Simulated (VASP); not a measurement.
Band structure of Hf$_{2}$Ge (space group I4/mcm). Level of theory: PBEsol GGA, VASP's PBE PAW potentials (set 64) (plane waves; VASP).

Unless said otherwise, spin-orbit coupling is left out, though it shifts the bands of the heavy elements here.

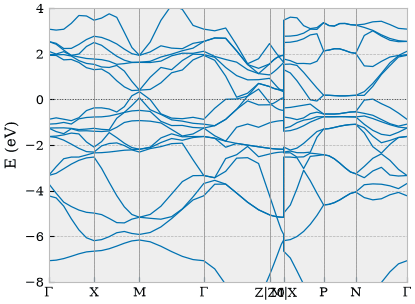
Bands along high-symmetry lines, zero at the valence-band maximum or, without a gap, the Fermi level

Q: Read the plot: is there a gap, and where are the band edges?

A: It has no gap at this level: it comes out as a metal or semimetal.

The structure comes from a computed database's Hf2Ge entry (I4/mcm); how it stands against other phases isn't given here. The cell was not relaxed at this level. The k-mesh is coarse (spacing up to 0.31 per Å, 2π included), so the numbers may not be converged in it.
